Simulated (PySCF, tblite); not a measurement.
**C4H10BNO2: geometry, infrared bands and NMR shifts**

What infrared bands and NMR shifts should C4H10BNO2 (`C#C[B@H-]([NH3+])OCOC`) show?

Programs: tblite 0.8.0 and PySCF 2.14.0, with density-fitted response routines of our own. Each step states its level of theory. These are calculated values for one molecule in the gas phase, unless marked as measured. Atoms count from 0, in the outputs and in this text.

## (1) The molecule as given

18 atoms, charge 0, multiplicity 1; geometry from: force field or distance geometry start.

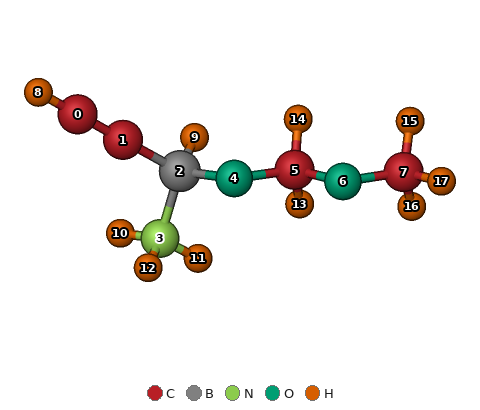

The starting geometry (carbon red, boron grey, nitrogen green, oxygen teal, hydrogen orange), atoms numbered.

## (2) Geometry optimisation with GFN2-xTB

Job settings and geometry (Å):

```
{"job": {"kind": "relax", "xc": "GFN2-xTB", "basis": "xTB"}, "charge": 0, "multiplicity": 1}
C      3.594500     0.012700     1.199000
C      2.565000    -0.170500     0.570400
B      1.274100    -0.423400    -0.212700
N      1.555400    -0.323800    -1.733300
O      0.270900     0.626400     0.174400
C     -1.042700     0.103200     0.186200
O     -1.929500     1.162100     0.470500
C     -3.244300     0.668700     0.514600
H      4.483100     0.179700     1.745000
H      0.885100    -1.526800     0.052800
H      2.292400    -1.024700    -1.987600
H      0.683900    -0.552300    -2.261200
H      1.873700     0.633400    -1.961400
H     -1.287500    -0.342000    -0.807400
H     -1.117200    -0.666900     0.988000
H     -3.377800    -0.094700     1.325900
H     -3.549400     0.245100    -0.471300
H     -3.938300     1.500000     0.736600
```

The run is started by

```console
OMP_NUM_THREADS=1 python probes_run.py task.json out
```

The driver reads the jobs from task.json and runs them one after another.

**Question.** This job is followed by: GFN2-xTB harmonic vibrations, gas phase; GIAO PBE0/pcSseg-1 NMR shielding, non-relativistic, gas phase. What will the session give for the following? strongest single infrared mode (GFN2-xTB); zero-point energy (GFN2-xTB); ¹³C shifts against TMS (PBE0/pcSseg-1); ¹H shifts against TMS (PBE0/pcSseg-1, means over atoms taken as alike); ¹¹B shifts against BF3·OEt2 (PBE0/pcSseg-1); ¹⁵N shifts against NH3 (PBE0/pcSseg-1); ¹⁷O shifts against H2O (PBE0/pcSseg-1).

As calculated:

```
                                                              quantity                                   value
                             strongest single infrared mode (GFN2-xTB)                   1208 cm⁻¹, 245 km/mol
                                          zero-point energy (GFN2-xTB)                           89.1 kcal/mol
                                ¹³C shifts against TMS (PBE0/pcSseg-1)             105.5, 99.4, 90.3, 54.1 ppm
¹H shifts against TMS (PBE0/pcSseg-1, means over atoms taken as alike)  5.19, 4.99, 3.50, 3.43, 3.16, 1.55 ppm
                           ¹¹B shifts against BF3·OEt2 (PBE0/pcSseg-1)                                -9.0 ppm
                                ¹⁵N shifts against NH3 (PBE0/pcSseg-1)                                62.2 ppm
                                ¹⁷O shifts against H2O (PBE0/pcSseg-1)                         100.8, 52.4 ppm
```

**Reading.** Relaxing lowered the energy by 0.773 eV in 200 steps; the close pair that moved most is B2–N3, from 1.550 to 1.692 Å. All 48 modes are real, so the xTB geometry is a minimum. The strongest single mode, at 1208 cm⁻¹, is spread over several atoms, H12, H10, H11, N3 among them. Unscaled tight-binding wavenumbers are off by several per cent, some by more. Its intensities can rank the bands wrongly. At PBE0/pcSseg-1: The widest tensor belongs to C1: span 313 ppm, with a paramagnetic part of -171 ppm.
